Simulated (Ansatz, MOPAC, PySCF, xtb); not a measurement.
Dissociation curve of AlN, triplet.

Methods: UHF/cc-pVTZ (PySCF); PM3, unrestricted, heats of formation (MOPAC); UCCSDT = CCSDT on UHF/cc-pVTZ, frozen core (Ansatz, a program for electronic structure); UKS-TPSSh = PySCF with unrestricted TPSSh/cc-pVTZ; GFN1-xTB (xtb).

Energies are in kcal/mol, each relative to the lowest point of its own curve near equilibrium.

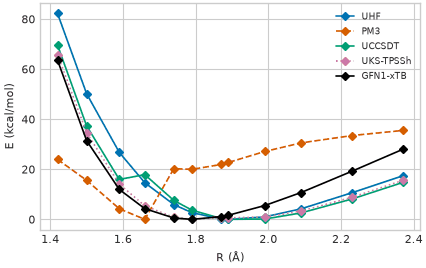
Figure: Energy against bond length for each method.

| R / Å | UHF | PM3 | UCCSDT | UKS-TPSSh | GFN1-xTB |
|---|---|---|---|---|---|
| 1.42 | 82.2 | 23.9 | 69.6 | 65.8 | 63.6 |
| 1.50 | 50.2 | 15.6 | 37.4 | 34.6 | 31.5 |
| 1.59 | 26.7 | 4.2 | 15.9 | 14.1 | 11.9 |
| 1.66 | 14.6 | 0.0 | 17.9 | 5.4 | 4.3 |
| 1.74 | 5.9 | 20.3 | 7.6 | 0.8 | 0.5 |
| 1.79 | 2.6 | 20.0 | 3.7 | 0.0 | 0.0 |
| 1.87 | 0.2 | 21.9 | 0.4 | 0.6 | 1.1 |
| 1.89 | 0.0 | 22.7 | 0.0 | 0.6 | 1.6 |
| 1.99 | 1.0 | 27.1 | 0.1 | 0.9 | 5.5 |
| 2.09 | 4.2 | 30.5 | 2.6 | 3.3 | 10.7 |
| 2.23 | 10.6 | 33.5 | 8.1 | 8.8 | 19.2 |
| 2.37 | 17.4 | 35.5 | 14.7 | 15.5 | 28.0 |

At the longest distance, 2.37 Å, PM3 lies highest above its minimum (35.5 kcal/mol) and UCCSDT lowest (14.7 kcal/mol).

The scan ran from 1.42 to 7.13 Å; beyond the distances shown one of the unrestricted levels run for this scan, shown here or not, changes its spin distribution in one step. The unrestricted determinant behind UHF, UCCSDT is spin-contaminated at 1.59 to 1.89, 2.37 Å (<S²> up to 2.2, against 2.00 for a pure triplet).
